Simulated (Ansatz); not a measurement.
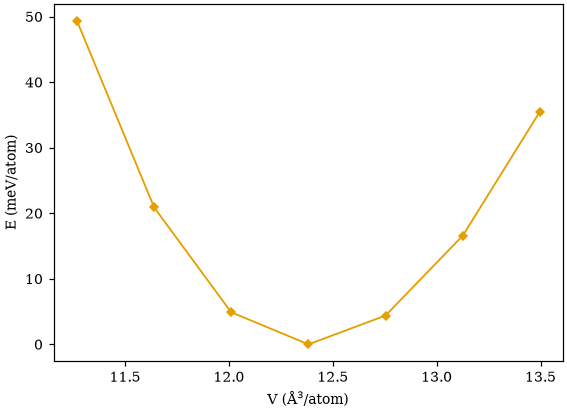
GaN in space group P4_2/mmc (No. 131; Ga on 2c, N on 2e) under volume change, the program Ansatz at the PBE level (PAW), shape and atoms relaxed at each volume.

What does a third-order Birch–Murnaghan fit give for V₀, B₀ and B′?

V₀ = 12.39 Å³/atom, B₀ = 133 GPa, B′ = 4.3.

The cell is a constructed one: a structure type filled with these elements; neither database checked (COD, Materials Project) lists it. It is not the phase usual at ambient conditions (space group No. 186, 216). The PBE relaxation kept the symmetry of its start; whether a distortion lowers the energy is not shown.

Potentials: the later of the program's two PAW sets.
